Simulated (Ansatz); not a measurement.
```xyz
8

N    -1.0215    0.4543   -0.5666
Si    0.5176    0.1254    0.1500
O     1.7970    0.3856   -0.9213
H    -1.3188   -0.0642   -1.3970
H    -1.3359    1.4259   -0.6224
H     0.5631   -1.3159    0.5919
H     0.6047    1.0474    1.3355
H     2.5842   -0.1627   -0.7571
```

Level of theory: RKS PBE/def2-SVP (Ansatz 0.2.0).

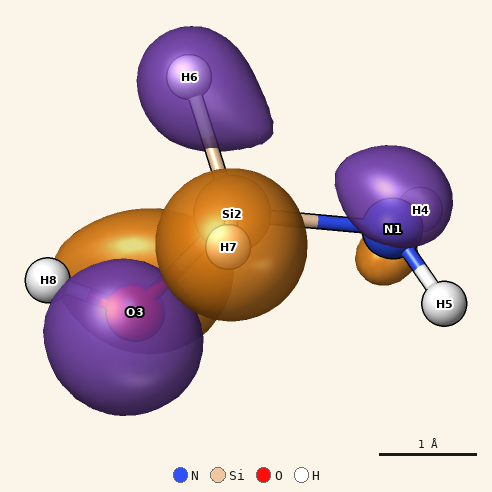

H5NOSi. The HOMO−1 at ±0.15 Å⁻³ᐟ² (orange and purple are the two phases), seen from one side.

**Describe this orbital and give its energy.**

Its weight (Hirshfeld) is mainly on O3 (about 55 %), Si2 (about 15 %), H7 (about 15 %), N1 (about 5 %) and H6 (about 5 %). Its energy is −6.69 eV.
